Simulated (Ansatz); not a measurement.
# Static equation of state of LiH10C6IN2O2 (C2/c) (176 atoms)

The cell holds 176 atoms: 8 Li, 80 H, 48 C, 8 I, 16 N and 16 O. Cell: a = 13.843 Å, b = 13.807 Å, c = 10.880 Å, α = 90.0°, β = 100.7°, γ = 90.0°. It derives from LiH10C6IN2O2 (C2/c), repeated 1×1×1. The starting structure: LiH10C6IN2O2, space group C2/c, structure from the Crystallography Open Database, 1 x 1 x 1 conventional cells; every coordinate displaced by a Gaussian of 0.03 Å; bonds to H set to neutron lengths (C-H 1.089, N-H 1.015, O-H 0.983, B-H 1.19 Å) where the listed ones are shorter.

Calculated with Ansatz 0.2.0: Kohn-Sham DFT, PBE+D3(BJ), PAW (set soft_2), plane waves; cutoff 420 eV, Γ point, fermi-dirac smearing of 0.05 eV. Cell and atoms were relaxed first, to V0 = 11.610 Å³ an atom at a residual P0 = 0.007 GPa. The cell was then scaled evenly, and the atoms were relaxed at each volume.

```
volume (Å³/atom)  pressure (GPa)
          10.449           1.463
          10.913               ?
          11.262          0.3247
          11.958         -0.2871
          12.306         -0.4911
```

**Question.** Fit the third-order Birch–Murnaghan equation to the rows given and interpolate to the withheld row.

**Working.**

Take the Eulerian strain f = ½[(V0/V)^(2/3) − 1] and the normalised pressure F = (P − P0) / [3f(1 + 2f)^(5/2)]. The third-order Birch–Murnaghan equation is then the line F = B0 + (3/2)B0(B′ − 4) f, so u = f and v = F.

| u = f | v = F (GPa) |
| --- | --- |
| 0.0363830 | 11.1900 |
| 0.0102569 | 9.81718 |
| -0.00975665 | 10.5516 |
| -0.0190504 | 9.60241 |

With n = 4: mean u = 0.00445822, mean v = 10.2903, Σ(u − ū)² = 0.0018075, Σ(u − ū)(v − v̄) = 0.038438. Slope b = 0.038438 / 0.0018075 = 21.265; intercept a = v̄ − b ū = 10.195.

So B0 = a = 10.2 GPa and B′ = 4 + 2b/(3a) = 5.39. At the withheld volume f = 0.02106, F = a + b f = 10.64 GPa, and P = P0 + 3f(1 + 2f)^(5/2) F.

Prediction at 10.913: 0.7522 GPa. The run gave 0.7396 GPa, so the fit is high by 0.013 GPa (1.7 % of the value).

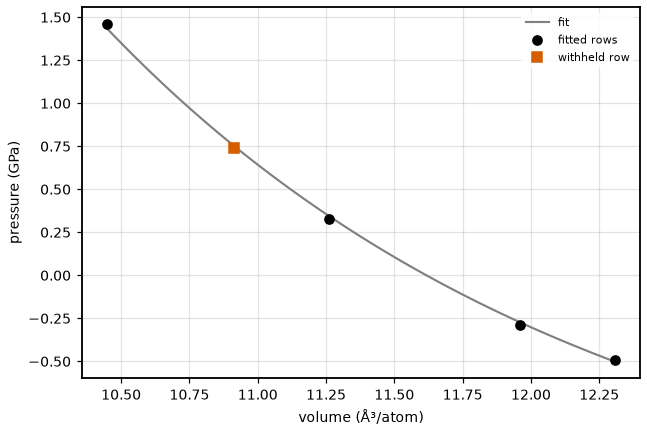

The fit, the rows that it rests on and the withheld row.

The series isn't one smooth equation of state: even a line fitted to all rows, the withheld one included, misses F by up to 5.7 %. B0 and B′ are then only the numbers of this fit, not moduli of the material. Among the rows given, the largest miss of the fit is at 10.449, by 0.029 GPa (1.5 % of the range of the table).

Limits: Static cells at zero temperature; the cell shape is held. The program notes that the SCF threshold of these relaxations is loose for the stress. Only the Γ point is sampled, in a cell whose shortest periodic width is 11 Å.

[Logs are printed without paths, hosts, clocks, repeated set-up lines and the standing remarks that a program may print on its own settings, such as how far it seeks lower states.]

[Hosts, paths, dates, database ids (printed as entryN), source tags and the programs' standing remarks are cut or masked in the printed files.]
